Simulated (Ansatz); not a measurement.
# doublet C2H6AlCl+ at 6 levels

Wanted: a comparison of 6 runs (UHF/STO-3G, UHF/3-21G, UB2PLYP/cc-pVDZ, UCAM-B3LYP/cc-pVDZ, UBCCD(T)/cc-pVDZ, UCCSD/cc-pVDZ) of doublet C2H6AlCl+. 

Program for the calculation: Ansatz 0.2.0.

56 further runs of the same task are left out: 56 set aside as unsound or not needed.

### Step 1. The molecule

The species is C2H6AlCl+ (10 atoms), meant as a doublet with charge +1. As SMILES of the parent species, `[CH3][Al]([CH3])[Cl]`. The shape is that of a PBE0-D4/def2-TZVP optimisation. That shape belongs to the parent species and isn't relaxed for this state.

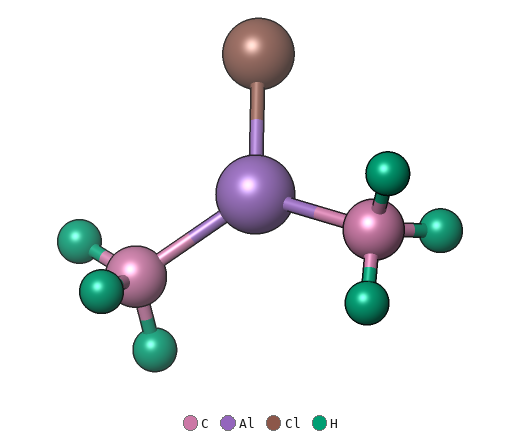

Viewed from a chosen angle; carbon pink, aluminium purple, chlorine brown, hydrogen teal.

### Step 2. The energy at UHF/STO-3G (run 1)

Contents of job.yaml:

```yaml
crystal:
  periodic: [false, false, false]
  atoms:
    - {symbol: C, position_ang: [-0.517700, 1.358200, -0.989200]}
    - {symbol: Al, position_ang: [-0.252300, -0.446600, -0.322400]}
    - {symbol: C, position_ang: [0.742200, -0.932200, 1.273500]}
    - {symbol: Cl, position_ang: [-1.112300, -2.038200, -1.415400]}
    - {symbol: H, position_ang: [-1.121400, 1.383800, -1.898300]}
    - {symbol: H, position_ang: [-1.010200, 1.981400, -0.235400]}
    - {symbol: H, position_ang: [0.443800, 1.835600, -1.206000]}
    - {symbol: H, position_ang: [0.102400, -1.471200, 1.979300]}
    - {symbol: H, position_ang: [1.158700, -0.063300, 1.788800]}
    - {symbol: H, position_ang: [1.566900, -1.607500, 1.025200]}
basis:
  gaussian:
    orbitals: STO-3G
total_charge: 1
magnetization:
  spin_polarized: true
  initial_magnetization: 1
hamiltonian:
  xc: hf
accuracy: high
output:
  orbitals: {seedname: orbitals}
```

Run with:

```
$ ansatz run job.yaml --threads 1 --pin off --max-ram 3480MiB --events-out events.jsonl --progress --plain --runs-dir runs
```

Output:

```text
Warning: RAYON_NUM_THREADS=1 ignored (pool sized by the plan → 1); use --threads N
Functional definition: HF
  name "HF"
  exchange = exact_x
  correlation = 0
679 factors; integrals over basis functions are off by at most 2.3e-8 eV
mean field evaluation 1: about -20997.5952 eV, gradient 1.4e1 eV
mean field evaluation 2: about -20997.6594 eV, gradient 1.4e1 eV
mean field evaluation 4: about -20999.9426 eV, gradient 1.4e0 eV
mean field evaluation 8: about -20999.9832 eV, gradient 1.4e-3 eV
mean field evaluation 16: about -20999.2116 eV, gradient 5.4e0 eV
mean field evaluation 32: about -20997.8399 eV, gradient 1.1e1 eV
mean field evaluation 64: about -20999.8613 eV, gradient 2.7e-1 eV
mean field -20999.98050485 eV, -771.7350492551 hartree, gradient 8.3e-9 eV, S^2 0.811073; 2 other end points of the search recorded, 0 dependent functions left out
reference -20999.98050485 eV, -771.7350492551 hartree; 24, 23 occupied and 10, 11 virtual orbitals, 679 factors
Total energy: -20999.98050485 eV, -771.7350492551 hartree
```

Run time: 1.2 s. Hardware: 1 thread of Arm Neoverse V1, shared host; peak memory 0.093 GiB.

### Step 3. The energy at UHF/3-21G (run 2)

Contents of in.yaml:

```yaml
basis:
  gaussian:
    orbitals: 3-21G.json
crystal:
  periodic: [false, false, false]
  atoms:
    - {symbol: C, position_ang: [-0.517700, 1.358200, -0.989200]}
    - {symbol: Al, position_ang: [-0.252300, -0.446600, -0.322400]}
    - {symbol: C, position_ang: [0.742200, -0.932200, 1.273500]}
    - {symbol: Cl, position_ang: [-1.112300, -2.038200, -1.415400]}
    - {symbol: H, position_ang: [-1.121400, 1.383800, -1.898300]}
    - {symbol: H, position_ang: [-1.010200, 1.981400, -0.235400]}
    - {symbol: H, position_ang: [0.443800, 1.835600, -1.206000]}
    - {symbol: H, position_ang: [0.102400, -1.471200, 1.979300]}
    - {symbol: H, position_ang: [1.158700, -0.063300, 1.788800]}
    - {symbol: H, position_ang: [1.566900, -1.607500, 1.025200]}
total_charge: 1
magnetization:
  spin_polarized: true
  initial_magnetization: 1
hamiltonian:
  xc: hf
accuracy: high
output: {orbitals: {seedname: orbitals}}
```

The basis set 3-21G is read from a file made from the Basis Set Exchange's data (not shown).

Run with:

```
$ ansatz run in.yaml --threads 1 --pin off --max-ram 3480MiB --events-out events.jsonl --progress --plain --runs-dir runs
```

Output:

```text
Warning: RAYON_NUM_THREADS=1 ignored (pool sized by the plan → 1); use --threads N
[... 4 set-up lines as earlier in the session ...]
1307 factors; integrals over basis functions are off by at most 9.2e-9 eV
mean field evaluation 1: about -21124.9298 eV, gradient 2.0e1 eV
mean field evaluation 2: about -21125.0577 eV, gradient 2.0e1 eV
mean field evaluation 4: about -21127.3360 eV, gradient 1.6e0 eV
mean field evaluation 8: about -21127.3938 eV, gradient 4.3e-1 eV
mean field evaluation 16: about -21127.4004 eV, gradient 5.0e-6 eV
mean field evaluation 32: about -21127.3697 eV, gradient 3.9e-1 eV
mean field evaluation 64: about -21126.4708 eV, gradient 1.8e0 eV
mean field evaluation 96: about -21127.0210 eV, gradient 1.4e-1 eV
mean field -21127.40035448 eV, -776.4176423608 hartree, gradient 2.6e-8 eV, S^2 0.810927; 2 other end points of the search recorded, 0 dependent functions left out
reference -21127.40035448 eV, -776.4176423608 hartree; 24, 23 occupied and 32, 33 virtual orbitals, 1307 factors
Total energy: -21127.40035448 eV, -776.4176423608 hartree
```

It took 3.3 s on 1 thread of Arm Neoverse V1, shared host; peak memory 0.18 GiB.

Runs 3 to 4 aren't shown in full; the table further down has their settings and results.

### Step 4. A single-point energy at UBCCD(T)/cc-pVDZ (run 5)

Contents of molecule.yaml:

```yaml
crystal:
  periodic: [false, false, false]
  atoms:
    - symbol: C
      position_ang: [-0.517700, 1.358200, -0.989200]
    - symbol: Al
      position_ang: [-0.252300, -0.446600, -0.322400]
    - symbol: C
      position_ang: [0.742200, -0.932200, 1.273500]
    - symbol: Cl
      position_ang: [-1.112300, -2.038200, -1.415400]
    - symbol: H
      position_ang: [-1.121400, 1.383800, -1.898300]
    - symbol: H
      position_ang: [-1.010200, 1.981400, -0.235400]
    - symbol: H
      position_ang: [0.443800, 1.835600, -1.206000]
    - symbol: H
      position_ang: [0.102400, -1.471200, 1.979300]
    - symbol: H
      position_ang: [1.158700, -0.063300, 1.788800]
    - symbol: H
      position_ang: [1.566900, -1.607500, 1.025200]
basis:
  gaussian: {orbitals: cc-pVDZ}
total_charge: 1
magnetization: {spin_polarized: true, initial_magnetization: 1}
correlation: {method: bccd_t, frozen_orbitals: {Al: 5, C: 1, Cl: 5, H: 0}}
accuracy: high
scf: {omitted_lower_state_checks: [cluster_reference, increment]}
```

Run with:

```
$ ansatz run molecule.yaml --threads 1 --pin off --max-ram 3480MiB --events-out events.jsonl --progress --plain --runs-dir runs
```

Output:

```text
Warning: RAYON_NUM_THREADS=1 ignored (pool sized by the plan → 1); use --threads N
[... 4 set-up lines as earlier in the session ...]
these checks for a lower state are left out or cut short: cluster_reference, increment
2221 factors; integrals over basis functions are off by at most 4.1e-9 eV
mean field evaluation 1: about -21232.3982 eV, gradient 2.2e1 eV
mean field evaluation 2: about -21232.4644 eV, gradient 2.2e1 eV
mean field evaluation 4: about -21235.4000 eV, gradient 2.1e0 eV
mean field evaluation 8: about -21235.5153 eV, gradient 1.9e-1 eV
mean field evaluation 16: about -21235.5169 eV, gradient 5.3e-7 eV
mean field evaluation 32: about -21235.5064 eV, gradient 3.0e-1 eV
mean field evaluation 64: about -21233.6295 eV, gradient 1.9e0 eV
mean field -21235.51694657 eV, -780.3908538360 hartree, gradient 2.6e-8 eV, S^2 0.822656; 7 other end points of the search recorded, 0 dependent functions left out
12 core orbitals not correlated: weight in the atoms' cores, before any rotation towards them, 1.000 or more for the frozen orbitals, at most 0.000 for the correlated occupied ones
reference -21235.51694657 eV, -780.3908538360 hartree; 12, 11 occupied and 70, 71 virtual orbitals, 2221 factors
second order -12.68671829 eV of doubles, -0.00000000 eV of singles
cycle   1  -13.75999980 eV  change    -1.1e0 eV  update   9.9e-2
cycle   2  -14.13145392 eV  change   -3.7e-1 eV  update   3.7e-2
cycle   3  -14.23486635 eV  change   -1.0e-1 eV  update   3.3e-2
cycle   4  -14.23222769 eV  change    2.6e-3 eV  update   1.9e-2
cycle   5  -14.22538020 eV  change    6.8e-3 eV  update   1.4e-2
cycle   6  -14.22951526 eV  change   -4.1e-3 eV  update   1.0e-2
cycle   7  -14.23145391 eV  change   -1.9e-3 eV  update   6.2e-3
cycle   8  -14.22522842 eV  change    6.2e-3 eV  update   2.2e-3
cycle   9  -14.22616788 eV  change   -9.4e-4 eV  update   5.5e-4
cycle  10  -14.22630514 eV  change   -1.4e-4 eV  update   2.8e-4
cycle  11  -14.22601057 eV  change    2.9e-4 eV  update   1.4e-4
cycle  12  -14.22606580 eV  change   -5.5e-5 eV  update   9.0e-5
cycle  13  -14.22611706 eV  change   -5.1e-5 eV  update   5.1e-5
cycle  14  -14.22610438 eV  change    1.3e-5 eV  update   3.0e-5
cycle  15  -14.22608744 eV  change    1.7e-5 eV  update   2.1e-5
cycle  16  -14.22610226 eV  change   -1.5e-5 eV  update   1.5e-5
cycle  17  -14.22610518 eV  change   -2.9e-6 eV  update   1.1e-5
cycle  18  -14.22610120 eV  change    4.0e-6 eV  update   6.7e-6
cycle  19  -14.22610038 eV  change    8.2e-7 eV  update   1.9e-6
cycle  20  -14.22609952 eV  change    8.5e-7 eV  update   8.2e-7
cycle  21  -14.22609952 eV  change    2.3e-9 eV  update   3.2e-7
cycle  22  -14.22609982 eV  change   -3.0e-7 eV  update   1.5e-7
cycle  23  -14.22609994 eV  change   -1.2e-7 eV  update   7.6e-8
cycle  24  -14.22609994 eV  change    4.2e-9 eV  update   5.0e-8
cycle  25  -14.22609978 eV  change    1.6e-7 eV  update   1.0e-7
cycle  26  -14.22609979 eV  change   -9.6e-9 eV  update   3.5e-8
cycle  27  -14.22609977 eV  change    1.2e-8 eV  update   1.6e-8
cycle  28  -14.22609977 eV  change    2.5e-9 eV  update   1.1e-8
cycle  29  -14.22609977 eV  change   5.2e-10 eV  update   5.4e-9
cycle  30  -14.22609977 eV  change  -7.0e-10 eV  update   3.3e-9
cycle  31  -14.22609977 eV  change   -1.5e-9 eV  update   2.1e-9
perturbative correction -0.46897848 eV, -0.0172346414 hartree
Total energy: -21250.21202482 eV, -780.9308880012 hartree
Checks for a lower state left out: cluster_reference, increment
```

Wall time 2.6 min (1 thread of Arm Neoverse V1, shared host); peak memory 1.5 GiB.

### Step 5. The energy at UCCSD/cc-pVDZ (run 6)

Edit job.yaml of step 2 so:

```diff
@@ -15,3 +15,3 @@
   gaussian:
-    orbitals: STO-3G
+    orbitals: cc-pVDZ
 total_charge: 1
@@ -20,6 +20,7 @@
   initial_magnetization: 1
-hamiltonian:
-  xc: hf
+correlation:
+  method: ccsd
+  frozen_orbitals: {Al: 5, C: 1, Cl: 5, H: 0}
 accuracy: high
-output:
-  orbitals: {seedname: orbitals}
+scf:
+  omitted_lower_state_checks: [cluster_reference, increment]
```

Run with:

```
$ ansatz run job.yaml --threads 1 --pin off --max-ram 3480MiB --events-out events.jsonl --progress --plain --runs-dir runs
```

Output:

```text
Warning: RAYON_NUM_THREADS=1 ignored (pool sized by the plan → 1); use --threads N
[... 4 set-up lines as earlier in the session ...]
these checks for a lower state are left out or cut short: cluster_reference, increment
2221 factors; integrals over basis functions are off by at most 4.1e-9 eV
mean field evaluation 1: about -21232.3982 eV, gradient 2.2e1 eV
mean field evaluation 2: about -21232.4644 eV, gradient 2.2e1 eV
mean field evaluation 4: about -21235.4000 eV, gradient 2.1e0 eV
mean field evaluation 8: about -21235.5153 eV, gradient 1.9e-1 eV
mean field evaluation 16: about -21235.5169 eV, gradient 5.3e-7 eV
mean field evaluation 32: about -21235.5064 eV, gradient 3.0e-1 eV
mean field evaluation 64: about -21233.6295 eV, gradient 1.9e0 eV
mean field -21235.51694657 eV, -780.3908538360 hartree, gradient 2.6e-8 eV, S^2 0.822656; 7 other end points of the search recorded, 0 dependent functions left out
12 core orbitals not correlated: weight in the atoms' cores, before any rotation towards them, 1.000 or more for the frozen orbitals, at most 0.000 for the correlated occupied ones
reference -21235.51694657 eV, -780.3908538360 hartree; 12, 11 occupied and 70, 71 virtual orbitals, 2221 factors
second order -12.68671829 eV of doubles, -0.00000000 eV of singles
cycle   1  -13.72395620 eV  change    -1.0e0 eV  update   9.9e-2
cycle   2  -14.12402440 eV  change   -4.0e-1 eV  update   3.6e-2
cycle   3  -14.22665239 eV  change   -1.0e-1 eV  update   3.1e-2
cycle   4  -14.24252091 eV  change   -1.6e-2 eV  update   1.8e-2
cycle   5  -14.24148343 eV  change    1.0e-3 eV  update   1.4e-2
cycle   6  -14.25076175 eV  change   -9.3e-3 eV  update   9.8e-3
cycle   7  -14.25732825 eV  change   -6.6e-3 eV  update   5.0e-3
cycle   8  -14.25774462 eV  change   -4.2e-4 eV  update   1.3e-3
cycle   9  -14.25789980 eV  change   -1.6e-4 eV  update   4.6e-4
cycle  10  -14.25778068 eV  change    1.2e-4 eV  update   1.8e-4
cycle  11  -14.25780927 eV  change   -2.9e-5 eV  update   1.0e-4
cycle  12  -14.25786611 eV  change   -5.7e-5 eV  update   5.8e-5
cycle  13  -14.25785086 eV  change    1.5e-5 eV  update   2.8e-5
cycle  14  -14.25784485 eV  change    6.0e-6 eV  update   1.4e-5
cycle  15  -14.25782767 eV  change    1.7e-5 eV  update   8.9e-6
cycle  16  -14.25782618 eV  change    1.5e-6 eV  update   6.3e-6
cycle  17  -14.25782861 eV  change   -2.4e-6 eV  update   4.0e-6
cycle  18  -14.25783023 eV  change   -1.6e-6 eV  update   1.8e-6
cycle  19  -14.25783041 eV  change   -1.8e-7 eV  update   7.1e-7
cycle  20  -14.25783017 eV  change    2.4e-7 eV  update   2.9e-7
cycle  21  -14.25783017 eV  change   -2.5e-9 eV  update   1.2e-7
cycle  22  -14.25783023 eV  change   -6.3e-8 eV  update   6.3e-8
cycle  23  -14.25783027 eV  change   -3.6e-8 eV  update   4.2e-8
cycle  24  -14.25783022 eV  change    5.0e-8 eV  update   1.1e-7
cycle  25  -14.25783025 eV  change   -3.1e-8 eV  update   3.3e-8
cycle  26  -14.25783027 eV  change   -1.7e-8 eV  update   1.3e-8
cycle  27  -14.25783028 eV  change   -8.5e-9 eV  update   5.8e-9
cycle  28  -14.25783028 eV  change   -1.8e-9 eV  update   2.8e-9
cycle  29  -14.25783028 eV  change  -7.2e-10 eV  update   1.5e-9
Total energy: -21249.77477685 eV, -780.9148194344 hartree
Checks for a lower state left out: cluster_reference, increment
```

Wall time 96 s (1 thread of Arm Neoverse V1, shared host); peak memory 1.1 GiB.

### Step 6. The series

| run | level | frozen core orbitals | energy (Eh) | HOMO energy (eV) | LUMO energy (eV) | ⟨S²⟩ | wall time |
| --- | --- | --- | --- | --- | --- | --- | --- |
| 1 | UHF/STO-3G | – | -771.735049 | -14.93 | -7.32 | 0.811 | 1.2 s |
| 2 | UHF/3-21G | – | -776.417642 | -16.70 | -8.79 | 0.811 | 3.3 s |
| 3 | UB2PLYP/cc-pVDZ | 12 | -781.809286 | -14.92 | -10.68 | 0.776 | 35 s |
| 4 | UCAM-B3LYP/cc-pVDZ | – | -782.132304 | -15.34 | -10.94 | 0.764 | 29 s |
| 5 | UBCCD(T)/cc-pVDZ | 12 | -780.930888 | – | – | 0.823 | 2.6 min |
| 6 | UCCSD/cc-pVDZ | 12 | -780.914819 | – | – | 0.823 | 96 s |

### Step 7. Outcome

```
                                           quantity          value
                                run 6: total energy  -780.91482 Eh
run 6: correlation energy (12 core orbitals frozen)     -524.0 mEh
           run 6: ⟨S²⟩ of the reference determinant          0.823
                               run 6: T1 diagnostic          0.032
```

What this shows: Totals of different functionals can't be ranked against each other. In run 1 the basis is minimal, so the values are rough. All runs together took 5.3 min, the longest 2.6 min.
